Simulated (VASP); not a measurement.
Band structure of HgO (space group P3_121). Computed with LDA (Ceperley-Alder, Perdew-Zunger) with spin-orbit coupling, VASP's LDA PAW potentials (set 64) (plane waves; VASP).

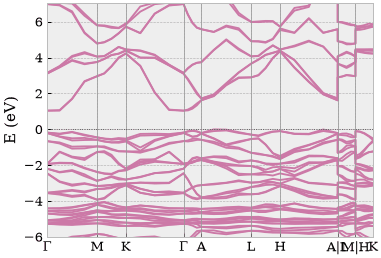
*Bands along high-symmetry lines, zero at the valence-band maximum or, without a gap, the Fermi level*

Task: Read the plot: is there a gap, and where are the band edges?

Result: The gap is indirect, 1.04 eV, from the valence maximum at (0.14, 0.00, 0.33) to the conduction minimum at Γ.

The structure comes from a computed database's HgO entry (P3_121); how it stands against other phases isn't given here. It was relaxed first, which changed the volume by -8 %.
